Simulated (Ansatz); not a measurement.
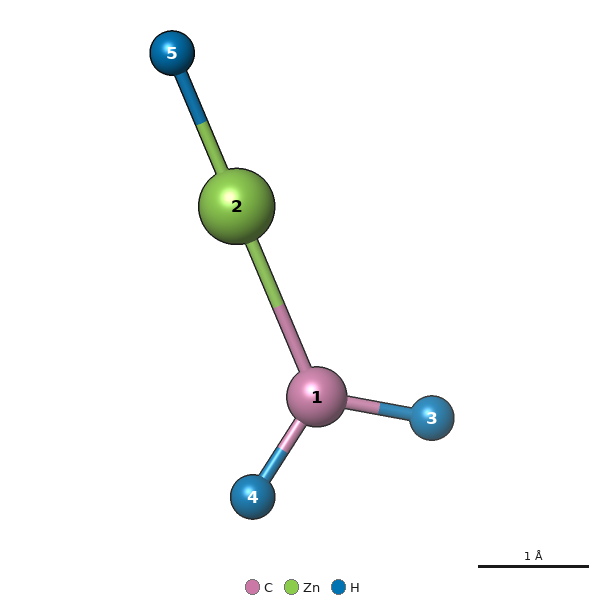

Orthographic view. Atoms fade into the background with distance from the viewer. The species is neutral and a spin doublet. The geometry was computed by an optimisation with PBE0-D4/def2-TZVP. No frequency run is at hand to confirm it as a minimum.

Write a Z-matrix (Å, degrees) in the order of the atom numbers, with these reference atoms: 2 to 1; 3 to 1, 2; 4 to 1, 3, 2; 5 to 2, 4, 1.

```
C  
Zn   1   1.908
H    1   1.089   2   123.9
H    1   1.089   3   112.2   2   180.0
H    2   1.537   4   160.2   1   180.0
```
